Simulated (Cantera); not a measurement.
Input: 1 mol PbO, a varied amount of H2, 0.84 mol H2O, at 1202 °C and 1.33 mbar.

Cantera equilibrium calculation (NASA polynomials, part measured and part estimated; ideal gas, pure solids and liquids). Candidate condensed phases: H2O, Pb, PbO, PbO2, Pb3O4; 12 gas species. Equilibrium is a limit: real reactors are often held back by kinetics, nucleation or transport.

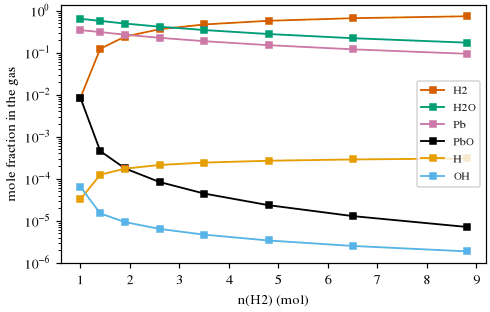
Fig. 1. Equilibrium gas composition (values under 1e-9 drawn at 1e-9)

From 1 mol H2 to 8.8 mol H2 nothing is condensed. The main Pb-bearing gas is Pb throughout.
